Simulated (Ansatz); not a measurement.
```xyz
13

Al   -0.1314   -1.3526    0.6432
H    -1.6373    1.0178    0.4027
O    -0.5328   -2.3502   -0.6999
O    -1.2259   -1.1874    1.9618
H     1.2186    1.1973   -0.6212
O     1.4057   -0.5604    0.6788
H    -1.1636    1.3431   -0.0898
N     1.1465    1.9037   -1.3671
H    -1.3866   -2.8182   -0.6655
H    -0.9326   -0.6454    2.7166
H     2.0646   -0.8291    0.0112
H     0.4530    1.5497   -2.0368
H     0.7215    2.7320   -0.9338
```

Computed with Ansatz, RKS PBE/6-31G*.

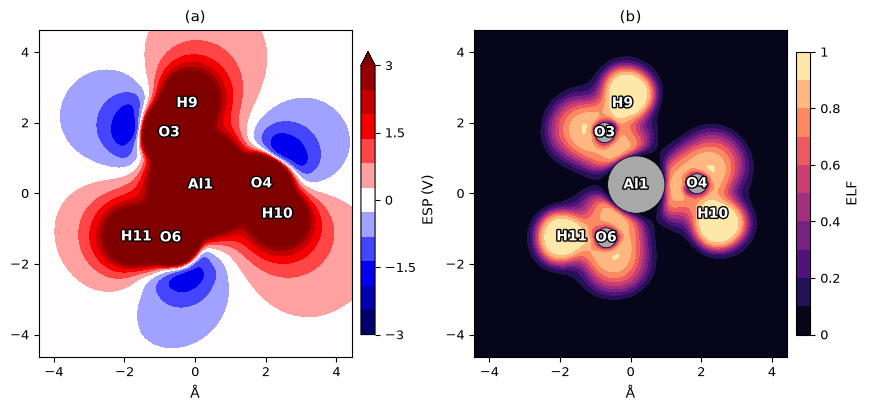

AlH3O3···H2···NH3. (a) electrostatic potential; (b) electron localisation function on the plane of atoms O3, Al1 and O6. Grey discs cover the atomic cores in the ELF map.

### Read the bonding off the picture.

- The section cuts through Al, O and H sites.
- Al–O (1.72 Å): the ELF peaks at about 0.85 in the valence shell of O, 0.6 Å from its nucleus, and is about 0.45 at the midpoint.
- O–H (0.97 Å): the ELF climbs to about 1 towards the hydrogen, as it does in any bond to H: an ordinary covalent bond to hydrogen.
- The ELF also peaks beside O6, O4 and O3, away from the bonds: lone-pair regions.
- Outside the dense part of the complex the potential is most negative (−1.9 V) near O3.
